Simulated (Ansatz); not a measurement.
```xyz
5

As   -0.2459   -1.4724    0.3466
In    1.7673    0.3471    0.3175
H    -1.1375   -0.3695    0.9610
H    -0.6963   -1.0962   -1.0772
H     2.4099    0.8415    1.9341
```

Core potentials replace the inner electrons of In.

These are results of Ansatz, UKS PBE/def2-SVPD, not measurements.

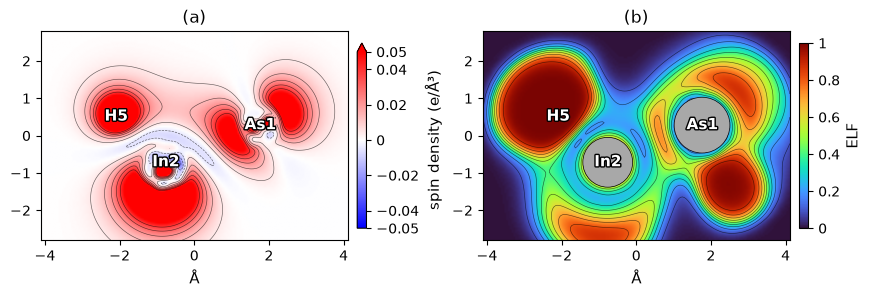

AsH3In (SMILES [AsH2][InH]) (doublet). (a) spin density; (b) electron localisation function on the plane of atoms As1, In2 and H5. Grey discs cover the atomic cores in the ELF map.

Describe what can be read from this map.

The plane passes through As, In and H nuclei. In–As (2.71 Å): the ELF peaks at about 0.70 in the valence shell of As, 1.2 Å from its nucleus, and drops to about 0.20 between the two atoms. In–H (1.81 Å): the ELF climbs to about 1 towards the hydrogen. The ELF also peaks beside As1, away from the bonds: non-bonding electrons, paired or unpaired. The unpaired spin (1 electron) lies mostly on In2 (about 0.6), As1 (about 0.2) and H5 (about 0.1), in electrons by Hirshfeld's partition.
